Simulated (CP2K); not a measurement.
Methylketene has these distinct C atoms: C1 (bonded to C and 3 H), C2 (bonded to 2 C and H) and C3 (bonded to C and O).

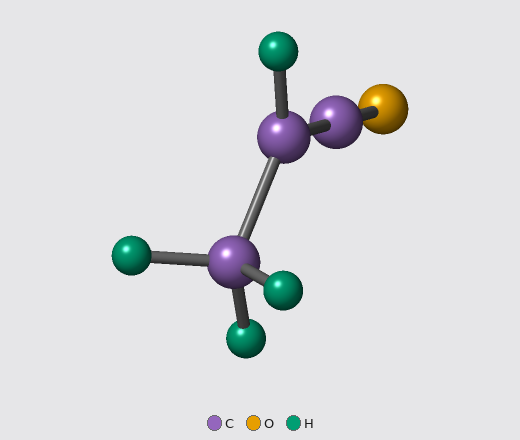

The molecule (carbon purple, oxygen orange, hydrogen teal).

```xyz
8

C    -0.9191   -0.3318   -0.1078
C     0.2895    0.5041    0.2510
C     1.5305    0.1644   -0.0318
O     2.6427   -0.1405   -0.2862
H    -0.6291   -1.2503   -0.6319
H    -1.6047    0.2251   -0.7629
H    -1.4788   -0.6231    0.7930
H     0.1690    1.4521    0.7767
```

Their partial C K spectra (CP2K XAS_TDP, all-electron GAPW, PBEh(45%), aug-cc-pVDZ, TDA, GW2X-corrected core level, no relativity) are given in random order, each times the number of alike atoms.

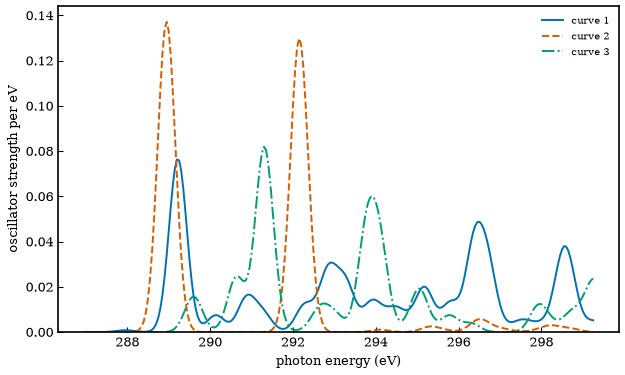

Gaussian full width 0.5 eV, oscillator strength per eV, alike atoms added, rows of zeros left out.

**Question.** Which curve belongs to which atom?

Curve 1: C2 (bonded to 2 C and H), leading line at 289.22 eV (f = 0.041 an atom), ionisation energy 292.15 eV, term value 2.93 eV. Curve 2: C3 (bonded to C and O), leading line at 288.95 eV (f = 0.073 an atom), ionisation energy 296.26 eV, term value 7.31 eV. Curve 3: C1 (bonded to C and 3 H), leading line at 289.60 eV (f = 0.008 an atom), ionisation energy 292.74 eV, term value 3.14 eV. The leading line of an atom is its first one with 35 % of the strongest within 2.5 eV of its lowest line over the strength cut. A line lies at the core ionisation energy, which rises as an atom loses charge to its neighbours or to a π system, less the term value, which is large for a low π* or σ* orbital with weight on that atom.

[Banner, clock and machine lines of the logs are left out without a mark of their own.]

[Logs are printed without paths, hosts, clocks, repeated set-up lines and the standing remarks that a program may print on its own settings, such as how far it seeks lower states.]

[Hosts, paths, dates, database ids (printed as entryN), source tags and the programs' standing remarks are cut or masked in the printed files.]
